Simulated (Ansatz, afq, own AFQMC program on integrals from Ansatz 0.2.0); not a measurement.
# H₂O− (doublet): quantum Monte Carlo beside coupled cluster at distance O1–H2 = 1.821 Å, aug-cc-pVDZ

How near does AFQMC come to the top of the ladder for H₂O− (doublet)?

Program: Ansatz 0.2.0, Gaussian basis, and an in-house AFQMC program (afq) on its integrals; all values are calculated. Level of theory: aug-cc-pVDZ, frozen cores. These are calculated values, not measurements.

Plan: PBE (unrestricted); r2SCAN (unrestricted); PBE0 (unrestricted); B3LYP (unrestricted); wB97M-V (unrestricted); B2PLYP (unrestricted); CCSD(T) on UHF; CCSDT(Q) on UHF; Phaseless AFQMC, CISD trial on UHF.

2 further runs of the same task are left out: 2 that didn't finish.

### Step 1. The system

The geometry derives from a PBE0/def2-TZVPD stationary point (not a proven minimum). One bond is set to the value named and the two fragments are kept rigid.

3 atoms, charge -1, spin multiplicity 2.

Atoms are counted from 1 here; the program's logs count them from 0.

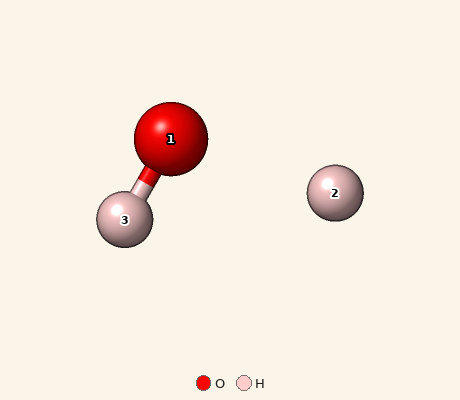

The structure; oxygen red, hydrogen pink; atoms are numbered from 1 in the order of the file.

### Step 2. PBE (unrestricted)

in.yaml

```yaml
crystal:
  periodic: [false, false, false]
  atoms:
    - {symbol: O, position_ang: [0.000000, -0.098902, -0.036594]}
    - {symbol: H, position_ang: [0.000000, 1.051453, 1.375045]}
    - {symbol: H, position_ang: [0.000000, 0.518462, -0.794182]}
basis:
  gaussian: {orbitals: aug-cc-pVDZ}
total_charge: -1
magnetization: {spin_polarized: true, initial_magnetization: 1}
hamiltonian: {xc: {name: PBE}}
output: {orbitals: {seedname: orbitals}}
```

Command:

```
$ ansatz run in.yaml --threads 1 --pin off --events-out ev --progress --plain --max-ram 1382MiB
```

What it wrote:

```text
Functional definition: PBE
  name "PBE"
  cite "Perdew, Burke & Ernzerhof, Phys. Rev. Lett. 77, 3865 (1996) doi:10.1103/PhysRevLett.77.3865"
  parent pbe
  parameter kappa = 0.804
  parameter beta = 0.06672455060314922
  exchange = pbe_x(kappa = kappa, mu = beta*pi^2/3)
  correlation = pbe_c(beta = beta)
307 factors; their error is unknown
mean field evaluation 1: about -2044.2983 eV, gradient 7.2e1 eV
mean field evaluation 2: about -1993.8028 eV, gradient 1.3e2 eV
mean field evaluation 4: about -2073.9956 eV, gradient 1.6e1 eV
mean field evaluation 8: about -2075.3569 eV, gradient 1.6e-1 eV
mean field evaluation 16: about -2075.3503 eV, gradient 2.9e-4 eV
mean field evaluation 32: about -2075.1913 eV, gradient 5.2e0 eV
mean field -2075.35034971 eV, -76.2677186289 hartree, gradient 3.0e-5 eV, S^2 0.754431; 3 other end points of the search recorded, 0 dependent functions left out
reference -2075.35038903 eV, -76.2677200737 hartree; 6, 5 occupied and 35, 36 virtual orbitals, 307 factors
Total energy: -2075.35038903 eV, -76.2677200737 hartree
```

It took 1 s on 1 thread of Arm Neoverse V2, shared host.

From the report: ⟨S²⟩ of the determinant 0.754 (pure doublet: 0.75).

### Step 3. r2SCAN (unrestricted)

in.yaml, as its differences from that of step 2:

```diff
@@ -10,3 +10,2 @@
 magnetization: {spin_polarized: true, initial_magnetization: 1}
-hamiltonian: {xc: {name: PBE}}
-output: {orbitals: {seedname: orbitals}}
+hamiltonian: {xc: {name: r2SCAN}}
```

Same command.

What it wrote:

```text
Functional definition: r2SCAN
  name "r2SCAN"
  cite "Furness, Kaplan, Ning, Perdew & Sun, J. Phys. Chem. Lett. 11, 8208 (2020) doi:10.1021/acs.jpclett.0c02405"
  cite "Furness, Kaplan, Ning, Perdew & Sun, J. Phys. Chem. Lett. 11, 9248 (2020) doi:10.1021/acs.jpclett.0c03077"
  parent r2scan
  parameter k0 = 0.174
  parameter k1 = 0.065
  parameter a1 = 4.9479
  exchange = r2scan_x(k0 = k0, k1 = k1, a1 = a1)
  correlation = r2scan_c
307 factors; their error is unknown
mean field evaluation 1: about -2066.2635 eV, gradient 4.5e1 eV
mean field evaluation 2: about -2039.0904 eV, gradient 8.8e1 eV
mean field evaluation 4: about -2076.3087 eV, gradient 2.9e0 eV
mean field evaluation 8: about -2076.3474 eV, gradient 6.9e-2 eV
mean field evaluation 16: about -2076.3475 eV, gradient 3.4e-5 eV
mean field -2076.34748416 eV, -76.3043626440 hartree, gradient 3.4e-5 eV, S^2 0.758474; 0 other end points of the search recorded, 0 dependent functions left out
reference -2076.34751385 eV, -76.3043637349 hartree; 6, 5 occupied and 35, 36 virtual orbitals, 307 factors
Total energy: -2076.34751385 eV, -76.3043637349 hartree
```

Wall time 0.9 s (1 thread of Arm Neoverse V2, shared host).

From the report: ⟨S²⟩ of the determinant 0.758 (pure doublet: 0.75).

### Step 4. PBE0 (unrestricted)

in.yaml, as its differences from that of step 3:

```diff
@@ -10,2 +10,3 @@
 magnetization: {spin_polarized: true, initial_magnetization: 1}
-hamiltonian: {xc: {name: r2SCAN}}
+hamiltonian: {xc: {name: PBE0}}
+output: {orbitals: {seedname: orbitals}}
```

The command is unchanged.

What it wrote:

```text
Functional definition: PBE0
  name "PBE0"
  cite "Adamo & Barone, J. Chem. Phys. 110, 6158 (1999) doi:10.1063/1.478522"
  cite "Perdew, Burke & Ernzerhof, Phys. Rev. Lett. 77, 3865 (1996) doi:10.1103/PhysRevLett.77.3865"
  parent pbe
  parameter a = 0.25
  parameter kappa = 0.804
  parameter beta = 0.06672455060314922
  exchange = (1 - a)*pbe_x(kappa = kappa, mu = beta*pi^2/3) + a*exact_x
  correlation = pbe_c(beta = beta)
318 factors; their error is unknown
mean field evaluation 1: about -2067.0107 eV, gradient 4.0e1 eV
mean field evaluation 2: about -2052.8446 eV, gradient 7.5e1 eV
mean field evaluation 4: about -2074.9997 eV, gradient 1.3e0 eV
mean field evaluation 8: about -2075.0151 eV, gradient 1.4e-1 eV
mean field evaluation 16: about -2075.0231 eV, gradient 3.9e-5 eV
mean field -2075.02305107 eV, -76.2556906258 hartree, gradient 3.9e-5 eV, S^2 0.756342; 0 other end points of the search recorded, 0 dependent functions left out
reference -2075.02308255 eV, -76.2556917826 hartree; 6, 5 occupied and 35, 36 virtual orbitals, 318 factors
Total energy: -2075.02308255 eV, -76.2556917826 hartree
```

Wall time 0.45 s (1 thread of Arm Neoverse V2, shared host).

From the report: ⟨S²⟩ of the determinant 0.756 (pure doublet: 0.75).

### Step 5. B3LYP (unrestricted)

in.yaml, as its differences from that of step 4:

```diff
@@ -10,3 +10,2 @@
 magnetization: {spin_polarized: true, initial_magnetization: 1}
-hamiltonian: {xc: {name: PBE0}}
-output: {orbitals: {seedname: orbitals}}
+hamiltonian: {xc: {name: B3LYP}}
```

The command is unchanged.

What it wrote (excerpt; [...] marks lines left out):

```text
Functional definition: B3LYP
  name "B3LYP"
  cite "Stephens, Devlin, Chabalowski & Frisch, J. Phys. Chem. 98, 11623 (1994) doi:10.1021/j100096a001"
  cite "Becke, Phys. Rev. A 38, 3098 (1988) doi:10.1103/PhysRevA.38.3098"
  cite "Lee, Yang & Parr, Phys. Rev. B 37, 785 (1988) doi:10.1103/PhysRevB.37.785"
  cite "Vosko, Wilk & Nusair, Can. J. Phys. 58, 1200 (1980) doi:10.1139/p80-159"
[...]
307 factors; their error is unknown
[...]
mean field -2077.58420606 eV, -76.3498113355 hartree, gradient 5.8e-5 eV, S^2 0.756351; 0 other end points of the search recorded, 0 dependent functions left out
reference -2077.58439041 eV, -76.3498181104 hartree; 6, 5 occupied and 35, 36 virtual orbitals, 307 factors
Total energy: -2077.58439041 eV, -76.3498181104 hartree
```

Wall time 0.45 s (1 thread of Arm Neoverse V2, shared host).

From the report: ⟨S²⟩ of the determinant 0.756 (pure doublet: 0.75).

### Step 6. wB97M-V (unrestricted)

in.yaml, as its differences from that of step 5:

```diff
@@ -10,2 +10,3 @@
 magnetization: {spin_polarized: true, initial_magnetization: 1}
-hamiltonian: {xc: {name: B3LYP}}
+hamiltonian: {xc: {name: wB97M-V}}
+output: {orbitals: {seedname: orbitals}}
```

Launched as before.

What it wrote (excerpt; [...] marks lines left out):

```text
Functional definition: wB97M-V
  name "wB97M-V"
  cite "Mardirossian & Head-Gordon, J. Chem. Phys. 144, 214110 (2016) doi:10.1063/1.4952647"
  cite "Becke, J. Chem. Phys. 107, 8554 (1997) doi:10.1063/1.475007"
  cite "Vydrov & Van Voorhis, J. Chem. Phys. 133, 244103 (2010) doi:10.1063/1.3521275"
  # Of w^i u^j: cxij and so on, Table III.
[...]
  gx(w, u) = 1 - cx + cx01*u + cx10*w
  gss(w, u) = css00 + css04*u^4 + css10*w + css20*w^2 + css43*w^4*u^3
  gos(w, u) = cos00 + cos10*w + (cos20 + cos21*u)*w^2 + (cos60 + cos61*u)*w^6
[...]
      + integral(e_c_pw_mod_opposite_spin*gos(b97_w_opposite, b97_u_opposite)) + vv10(b, c)
307 factors; their error is unknown
135 factors; integrals over basis functions are off by at most 2.3e-5 eV
[...]
mean field -2076.38933533 eV, -76.3059006460 hartree, gradient 1.4e-5 eV, S^2 0.756110; 0 other end points of the search recorded, 0 dependent functions left out
reference -2076.38937583 eV, -76.3059021345 hartree; 6, 5 occupied and 35, 36 virtual orbitals, 307 factors
Total energy: -2076.38937583 eV, -76.3059021345 hartree
```

Run time: 1.8 s. Hardware: 1 thread of Arm Neoverse V2, shared host.

From the report: ⟨S²⟩ of the determinant 0.756 (pure doublet: 0.75).

### Step 7. B2PLYP (unrestricted)

in.yaml, as its differences from that of step 6:

```diff
@@ -10,3 +10,3 @@
 magnetization: {spin_polarized: true, initial_magnetization: 1}
-hamiltonian: {xc: {name: wB97M-V}}
-output: {orbitals: {seedname: orbitals}}
+hamiltonian: {xc: {name: B2PLYP}}
+correlation: {electrons: outside_noble_gas}
```

The command is unchanged.

What it wrote (excerpt; [...] marks lines left out):

```text
Functional definition: B2PLYP
  name "B2PLYP"
  cite "Grimme, J. Chem. Phys. 124, 034108 (2006) doi:10.1063/1.2148954"
  cite "Becke, Phys. Rev. A 38, 3098 (1988) doi:10.1103/PhysRevA.38.3098"
  cite "Lee, Yang & Parr, Phys. Rev. B 37, 785 (1988) doi:10.1103/PhysRevB.37.785"
[...]
386 factors; integrals over basis functions are off by at most 1.1e-3 eV
[...]
mean field -2073.32608727 eV, -76.1933283564 hartree, gradient 6.6e-7 eV, S^2 0.762084; 0 other end points of the search recorded, 0 dependent functions left out
1 core orbitals not correlated: weight in the atoms' cores, before any rotation towards them, 1.000 or more for the frozen orbitals, at most 0.000 for the correlated occupied ones
reference -2073.32620854 eV, -76.1933328128 hartree; 5, 4 occupied and 35, 36 virtual orbitals, 386 factors
second order -8.46815244 eV of doubles, -0.00000000 eV of singles
Total energy: -2075.61260970 eV, -76.2773565056 hartree
```

Run time: 0.63 s. Hardware: 1 thread of Arm Neoverse V2, shared host.

From the report: ⟨S²⟩ of the determinant 0.762 (pure doublet: 0.75).

### Step 8. CCSD(T) on UHF

in.yaml, as its differences from that of step 7:

```diff
@@ -10,3 +10,2 @@
 magnetization: {spin_polarized: true, initial_magnetization: 1}
-hamiltonian: {xc: {name: B2PLYP}}
-correlation: {electrons: outside_noble_gas}
+correlation: {method: ccsd_t, electrons: outside_noble_gas, hamiltonian_folder: ham}
```

The command is unchanged.

What it wrote (excerpt; [...] marks lines left out):

```text
Functional definition: HF
  name "HF"
  cite "Fock, Z. Phys. 61, 126 (1930) doi:10.1007/BF01340294"
  parent pbe
[...]
386 factors; integrals over basis functions are off by at most 1.1e-3 eV
[...]
mean field -2065.46718140 eV, -75.9045188927 hartree, gradient 2.1e-6 eV, S^2 0.770701; 13 other end points of the search recorded, 0 dependent functions left out
determinant -2065.46718140 eV, -75.9045188927 hartree, with singles and doubles -2072.33608275 eV, -76.1569463613 hartree
determinant -2064.22997601 eV, -75.8590524331 hartree, with singles and doubles -2069.73452281 eV, -76.0613407970 hartree
determinant -2064.16532272 eV, -75.8566764685 hartree, with singles and doubles -2069.72545748 eV, -76.0610076519 hartree
determinant -2063.87779965 eV, -75.8461101905 hartree, with singles and doubles -2068.93562191 eV, -76.0319817304 hartree
determinant -2063.79590960 eV, -75.8431007868 hartree, with singles and doubles -2069.00079869 eV, -76.0343769326 hartree
determinant -2063.70818004 eV, -75.8398767846 hartree, with singles and doubles -2069.94926772 eV, -76.0692325267 hartree
determinant -2062.66645770 eV, -75.8015941949 hartree, with singles and doubles -2067.64106655 eV, -75.9844076983 hartree
1 core orbitals not correlated: weight in the atoms' cores, before any rotation towards them, 1.000 or more for the frozen orbitals, at most 0.000 for the correlated occupied ones
reference -2065.46718140 eV, -75.9045188927 hartree; 5, 4 occupied and 35, 36 virtual orbitals, 386 factors
second order -6.73235481 eV of doubles, -0.00000000 eV of singles
cycle   1  -6.85712009 eV  change   -1.6e-1 eV  update   1.6e-2
[...]
cycle  13  -6.87233333 eV  change   -4.6e-6 eV  update   6.3e-6
perturbative correction -0.25794046 eV, -0.0094791370 hartree
Total energy: -2072.59745519 eV, -76.1665516213 hartree
```

Wall time 2.1 s (1 thread of Arm Neoverse V2, shared host).

From the report: ⟨S²⟩ of the determinant 0.771 (pure doublet: 0.75); correlation -7.1303 eV; T1 0.038; largest double amplitude 0.04.

This run also writes the integrals to the folder ham.

### Step 9. CCSDT(Q) on UHF

in.yaml, as its differences from that of step 8:

```diff
@@ -10,2 +10,2 @@
 magnetization: {spin_polarized: true, initial_magnetization: 1}
-correlation: {method: ccsd_t, electrons: outside_noble_gas, hamiltonian_folder: ham}
+correlation: {method: ccsdt_q, electrons: outside_noble_gas}
```

The command is unchanged.

What it wrote (excerpt; [...] marks lines left out):

```text
Functional definition: HF
  name "HF"
  cite "Fock, Z. Phys. 61, 126 (1930) doi:10.1007/BF01340294"
  parent pbe
[...]
670 factors; integrals over basis functions are off by at most 2.1e-7 eV
[...]
mean field -2065.46718524 eV, -75.9045190338 hartree, gradient 2.2e-6 eV, S^2 0.770701; 13 other end points of the search recorded, 0 dependent functions left out
determinant -2065.46718524 eV, -75.9045190338 hartree, with singles and doubles -2072.33609307 eV, -76.1569467404 hartree
determinant -2064.22997998 eV, -75.8590525790 hartree, with singles and doubles -2069.73453117 eV, -76.0613411039 hartree
determinant -2064.16532559 eV, -75.8566765739 hartree, with singles and doubles -2069.72546830 eV, -76.0610080496 hartree
determinant -2063.87780338 eV, -75.8461103277 hartree, with singles and doubles -2068.93563044 eV, -76.0319820439 hartree
determinant -2063.79591493 eV, -75.8431009825 hartree, with singles and doubles -2069.00081122 eV, -76.0343773932 hartree
determinant -2063.70818280 eV, -75.8398768863 hartree, with singles and doubles -2069.94927807 eV, -76.0692329070 hartree
determinant -2062.66646119 eV, -75.8015943233 hartree, with singles and doubles -2067.64107429 eV, -75.9844079827 hartree
1 core orbitals not correlated: weight in the atoms' cores, before any rotation towards them, 1.000 or more for the frozen orbitals, at most 0.000 for the correlated occupied ones
reference -2065.46718524 eV, -75.9045190338 hartree; 5, 4 occupied and 35, 36 virtual orbitals, 670 factors
second order -6.73236888 eV of doubles, -0.00000000 eV of singles
cycle   1  -6.51988238 eV  change    2.1e-1 eV  update   1.2e-1
[...]
cycle  25  -7.15009558 eV  change    2.2e-7 eV  update   7.8e-7
perturbative correction -0.02861794 eV, -0.0010516898 hartree
Total energy: -2072.64589876 eV, -76.1683318895 hartree
```

Wall time 18 s (1 thread of Arm Neoverse V2, shared host); peak memory 0.27 GiB.

From the report: ⟨S²⟩ of the determinant 0.771 (pure doublet: 0.75); correlation -7.1787 eV; T1 0.039; largest double amplitude 0.05.

### Step 10. Phaseless AFQMC, CISD trial on UHF

It reads the integrals that the CCSD(T) run on this determinant wrote.

Command:

```
$ afq ham --method phaseless --trial cisd --walkers 60 --populations 1 --least-time 40 --time-step 0.005 --steps-per-block 50 --equilibration-blocks 40 --max-blocks 300 --target-error 0.00072 --factor-cut 1e-05 --start spin_pure --seed 9836 --release-times 0.24,0.51,0.99,1.62,2.4 --release-step 0.03 --release-every 4 --taylor-order 6
```

What it wrote:

```text
orbitals 40  electrons 5 4  factors 299 of 386
reference energy -75.90451889 Eh
CCSD correlation -0.25255348 Eh in 17 cycles, weight of the determinant in the CISD state 0.8871
energy of the start -76.156490 Eh
 block  time / (1/Eh)  mean weight  energy / Eh
     1     0.250  1.0013  -76.154847
     2     0.500  0.9999  -76.155614
     3     0.750  0.9994  -76.158671
     4     1.000  0.9999  -76.156075
     5     1.250  1.0007  -76.159630
     6     1.500  1.0049  -76.168175
     7     1.750  1.0006  -76.162391
     8     2.000  1.0013  -76.171384
     9     2.250  1.0008  -76.177269
    10     2.500  0.9981  -76.174793
    17     4.250  1.0011  -76.163640
    25     6.250  1.0023  -76.173977
    33     8.250  0.9985  -76.160182
    41    10.250  1.0001  -76.158685
    49    12.250  1.0007  -76.170283
    57    14.250  0.9991  -76.160269
    65    16.250  1.0001  -76.169889
    73    18.250  0.9989  -76.157326
    81    20.250  0.9996  -76.169297
    89    22.250  0.9997  -76.166013
    97    24.250  0.9975  -76.174464
   105    26.250  1.0004  -76.163666
   113    28.250  1.0003  -76.165279
   121    30.250  1.0009  -76.161207
   129    32.250  0.9990  -76.189357
   137    34.250  1.0030  -76.166041
   145    36.250  0.9984  -76.161345
   153    38.250  1.0004  -76.162520
   161    40.250  1.0044  -76.181275
   169    42.250  0.9987  -76.157835
   177    44.250  1.0015  -76.172256
   185    46.250  1.0009  -76.171858
   193    48.250  1.0004  -76.164009
   201    50.250  0.9983  -76.164543
   209    52.250  1.0008  -76.164032
   217    54.250  1.0002  -76.143142
   225    56.250  0.9989  -76.168351
   233    58.250  0.9998  -76.172966
   241    60.250  1.0037  -76.157892
   249    62.250  0.9981  -76.154514
   257    64.250  0.9981  -76.174256
   265    66.250  0.9967  -76.164159
   273    68.250  1.0009  -76.155595
   281    70.250  0.9997  -76.168506
   289    72.250  1.0008  -76.172110
   297    74.250  0.9991  -76.172244
   305    76.250  1.0015  -76.166313
   313    78.250  1.0029  -76.158902
   321    80.250  0.9995  -76.158775
   329    82.250  0.9998  -76.161972
   337    84.250  1.0007  -76.167636
blocks merged  error / Eh  count
     1  0.000513  300
     2  0.000621  150
     4  0.000717  75
     8  0.000900  37
    16  0.000968  18
    32  0.001297  9
released: time / (1/Eh)  energy / Eh  error  mean overlap
  0.24  -76.165563  0.000704  1.0019
  0.51  -76.166918  0.000823  1.0006
  0.99  -76.167972  0.000714  1.0004
  1.62  -76.167994  0.000766  0.9962
  2.40  -76.168997  0.001058  0.9666
energy -76.166873 +/- 0.000968 Eh
```

Wall time 6.5 min (1 thread of Arm Neoverse V2, shared host).

Energy -2072.6062 ± 0.0263 eV. Caveats: constraint bias not in the error. The error still grows with block length (0.0245 to 0.0353 eV), so the bar may be too small.

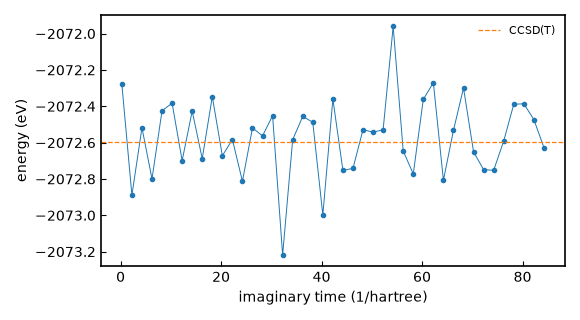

Block energies along the walk.

### Step 11. AFQMC on the ladder

On the UHF determinant, counted from CCSDT(Q) (a yardstick, not exact):

```csv
level,energy (eV),from CCSDT(Q) (kJ/mol),statistical error (kJ/mol),time
HF,-2065.4672,+692.6,,
MP2,-2072.1995,+43.1,,
CCSD,-2072.3395,+29.6,,
CCSD(T),-2072.5975,+4.7,,
CCSDT(Q),-2072.6459,0.0,,
"Phaseless AFQMC, CISD trial, step 0.005, 60 walkers",-2072.6062,+3.8,2.5,6.5 min
```

The functionals' totals stand on their own zeros and serve differences with other points: PBE -2075.350 eV; r2SCAN -2076.348 eV; PBE0 -2075.023 eV; B3LYP -2077.584 eV; wB97M-V -2076.389 eV; B2PLYP -2075.613 eV.

### Step 12. What came out

```
                                        quantity              value
                    CCSD(T) on UHF from CCSDT(Q)        +4.7 kJ/mol
Phaseless AFQMC, CISD trial on UHF from CCSDT(Q)  +3.8 ± 2.5 kJ/mol
```

In words: On UHF the phaseless walk with the CISD trial lies +3.8 kJ/mol from CCSDT(Q), within three error bars. Error bars are statistical and leave out the constraint, the time step and what remains of the start.
